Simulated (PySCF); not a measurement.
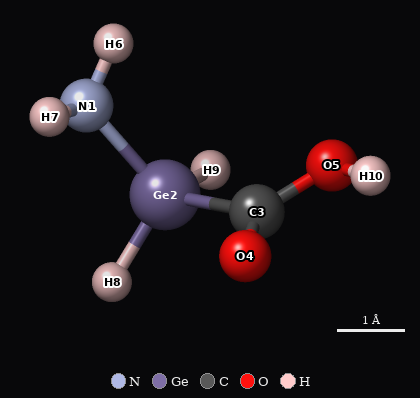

Fig. 1: The input geometry (ball-and-stick view, seen at a tilt; atoms are numbered from 1 in the order of the input). Sticks mark near contacts. Bond lengths as drawn: C–Ge 2.00 Å, C–O 1.20 to 1.34 Å, Ge–H 1.53 to 1.54 Å, Ge–N 1.83 Å, H–N 1.02 Å and H–O 0.97 Å.

## NMR shielding calculation, with input and output: CH₅GeNO₂

CH₅GeNO₂, SMILES [NH2][GeH2][C](=O)O, computed with GIAO WP04/pcSseg-2 NMR shielding, non-relativistic, gas phase (PySCF 2.14.0).

The geometry comes from this level: PBE0-D3(BJ)/def2-SVP. Figures and captions count atoms from 1; the log counts them from 0 in places.

The input
```
{"job": {"kind": "nmr", "xc": "WP04", "basis": "pcSseg-2", "pop": false}, "charge": 0, "multiplicity": 1}
N     -1.776333     1.093987    -0.324812
Ge    -0.815979    -0.386527     0.163379
C      1.063142     0.079302     0.678845
O      1.383875     0.467744     1.770768
O      1.933293    -0.019665    -0.337916
H     -1.448147     1.563852    -1.164135
H     -1.895301     1.784075     0.412074
H     -1.477096    -0.972167     1.417543
H     -0.809825    -1.355863    -1.028478
H      2.797811     0.273434     0.002754
```

The first line tells a small driver script what to run in PySCF; the rest is the geometry in Å.

What the program printed
```
coarse grid: 40440 points
cycle   1  E = -2339.3892419679  dE =  8.678e-02  |g| = 1.487e+00  |ddm| = 2.218e+00
cycle   2  E = -2338.0745354629  dE =  1.315e+00  |g| = 2.873e+00  |ddm| = 2.229e+00
cycle   3  E = -2339.6761913226  dE = -1.602e+00  |g| = 6.292e-01  |ddm| = 1.886e+00
cycle   4  E = -2339.7397777066  dE = -6.359e-02  |g| = 2.889e-01  |ddm| = 3.933e-01
cycle   5  E = -2339.7534846772  dE = -1.371e-02  |g| = 5.922e-02  |ddm| = 1.344e-01
cycle   6  E = -2339.7542013882  dE = -7.167e-04  |g| = 1.814e-02  |ddm| = 4.943e-02
cycle   7  E = -2339.7542655444  dE = -6.416e-05  |g| = 4.385e-03  |ddm| = 1.316e-02
cycle   8  E = -2339.7542685004  dE = -2.956e-06  |g| = 2.196e-03  |ddm| = 3.282e-03
final grid: 84520 points
cycle   9  E = -2339.7542243034  dE =  2.048e-06  |g| = 3.954e-03  |ddm| = 4.299e-03
cycle  10  E = -2339.7542164193  dE =  7.884e-06  |g| = 7.463e-03  |ddm| = 5.364e-03
cycle  11  E = -2339.7542272867  dE = -1.087e-05  |g| = 7.821e-04  |ddm| = 3.567e-03
cycle  12  E = -2339.7542273953  dE = -1.086e-07  |g| = 7.448e-05  |ddm| = 3.426e-04
cycle  13  E = -2339.7542273960  dE = -7.099e-10  |g| = 1.454e-05  |ddm| = 3.605e-05
```

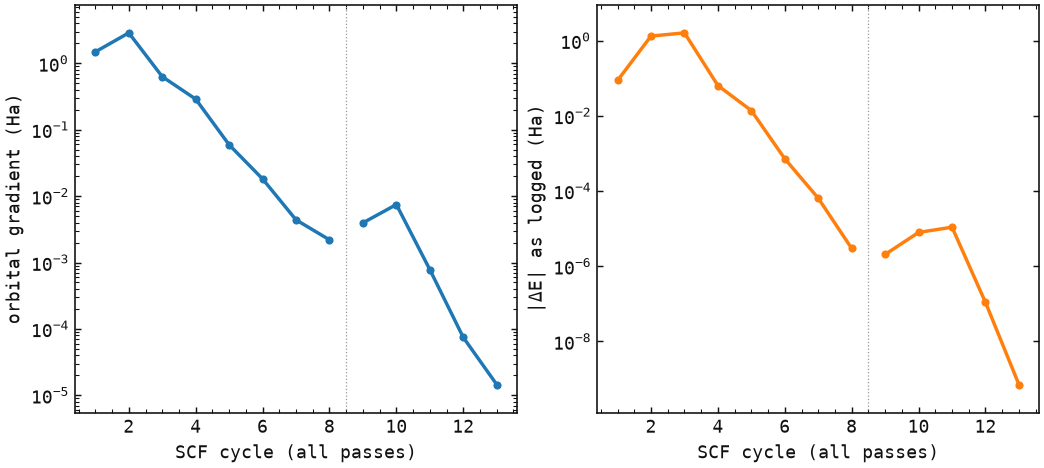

Fig. 2: Convergence of the self-consistent field: orbital gradient and size of the energy change against the SCF cycle. The dotted line marks the change from a coarse to the final integration grid. The first 8 cycles use a coarse grid, the final grid takes over at cycle 9, and the field converges after 13 cycles in all.

```
converged SCF energy = -2339.7542273960

GIAO shielding tensors (ppm)
atom      isotropic    diamagn.    paramagn.     s11        s22        s33       span
  0 N      239.244     316.934     -77.690    220.497    246.129    251.105     30.608
  1 Ge    1405.395    2761.582   -1356.187   1363.827   1378.445   1473.913    110.087
  2 C      -22.423     251.778    -274.201   -133.275      8.056     57.950    191.226
  3 O     -153.890     394.391    -548.281   -439.750   -250.982    229.062    668.812
  4 O       85.250     389.446    -304.196    -93.212    120.740    228.222    321.435
  5 H       31.380      31.680      -0.299     24.123     27.720     42.298     18.175
  6 H       31.229      31.017       0.212     24.013     27.544     42.131     18.118
  7 H       27.425      29.468      -2.043     21.790     22.921     37.565     15.774
  8 H       27.146      29.638      -2.492     21.352     22.749     37.337     15.985
  9 H       25.251      30.209      -4.958     19.821     23.322     32.610     12.789
```

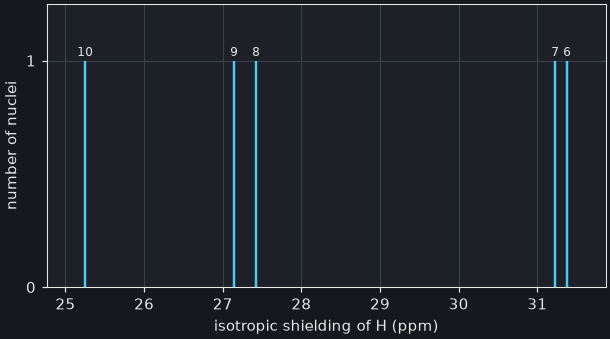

Fig. 3: Isotropic shieldings of the hydrogen nuclei in this fixed geometry, labelled by atom number; shielding grows to the right, so chemical shift grows to the left. The least shielded is H10 (25.3 ppm), the most shielded H6 (31.4 ppm).

Summary

| quantity | value |
| --- | --- |
| outcome | converged |
| total energy | −2339.754227 hartree |
| HOMO | −8.40 eV |
| LUMO | −2.90 eV |
| dipole moment | 1.53 D |
| isotropic shielding, N | 239.2 ppm |
| isotropic shielding, Ge | 1405.4 ppm |
| isotropic shielding, C | −22.4 ppm |
| isotropic shielding, O | −153.9 to 85.2 ppm |
| isotropic shielding, H | 25.3 to 31.4 ppm |
| hardware | 1 CPU thread, shared host |
| wall time | 54 s |
| peak memory | 1.1 GiB |

Remarks

Spin–orbit coupling is left out, which matters for the heavy atoms.
